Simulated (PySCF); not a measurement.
SMILES C=Cc1ccc(OCOC)cc1, GFN2-xTB optimised geometry. Atoms within 1.6 Å of the plane z = 0.8 Å (x, y, z in Å): C1 (4.48, -1.27, -0.03), C2 (3.74, -0.17, 0.01), C3 (2.28, -0.11, 0.00), C4 (1.46, -1.24, -0.02), C5 (0.09, -1.12, -0.02), C6 (-0.52, 0.14, 0.00), O7 (-1.88, 0.14, 0.00), C8 (-2.56, 1.37, 0.00), O9 (-3.92, 1.15, -0.12), C10 (-4.50, 0.49, 0.99), C11 (0.28, 1.27, 0.03), C12 (1.66, 1.14, 0.03), H13 (5.56, -1.21, -0.02), H14 (4.07, -2.26, -0.06), H15 (4.23, 0.79, 0.04), H16 (1.90, -2.22, -0.04), H17 (-0.54, -1.99, -0.05), H19 (-2.33, 1.92, 0.93), H20 (-4.35, 1.07, 1.91), H21 (-4.07, -0.51, 1.12), H22 (-5.56, 0.41, 0.77), H23 (-0.15, 2.26, 0.05), H24 (2.27, 2.04, 0.05).

Level of theory: PBE0/def2-SVP in PySCF 2.14.0. Cells within 0.4 Å of a nucleus heavier than hydrogen are left out (blank, or x).

Map of the HOMO amplitude (bohr^(-3/2)) on the plane z = 0.8 Å; orbital energy -6.09 eV, overall sign arbitrary:

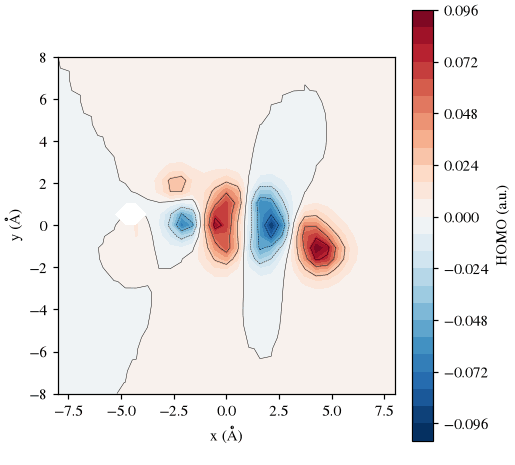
HOMO amplitude (bohr^(-3/2)) on the plane z = 0.8 Å.
